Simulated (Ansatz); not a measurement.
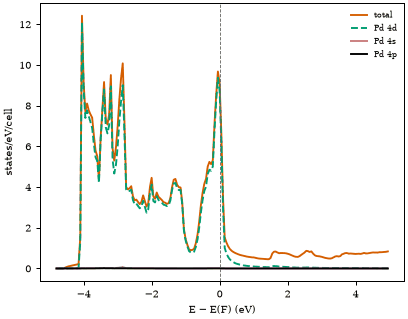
Fig. 1. Total and projected density of states of Pd (diamond, Fd-3m), r²SCAN (plane waves, PAW; program Ansatz)

Which orbitals carry the states next to the Fermi level?

Within 0.5 eV of the Fermi level: Pd 4d 90 %, outside the projected shells 10 %. Projections are on Löwdin-orthogonalised atomic valence shells; empty p or d shells of many metals are not among them.

Where is the tallest occupied peak in this window, and what makes it?

Near -4.0 eV, about 12 states/eV per cell; the largest projected share is Pd 4d.

The start of the workflow was typed in or built on a structure type; neither database checked (COD, Materials Project) lists it. It is not the phase usual at ambient conditions (space group No. 225). Symmetry was held in the r²SCAN relaxation. At this level the phase is mechanically unstable. No spin polarisation was allowed. Scalar-relativistic: spin–orbit coupling is off unless named, which matters more the heavier the elements.

Potentials: the earlier of the program's two PAW sets.
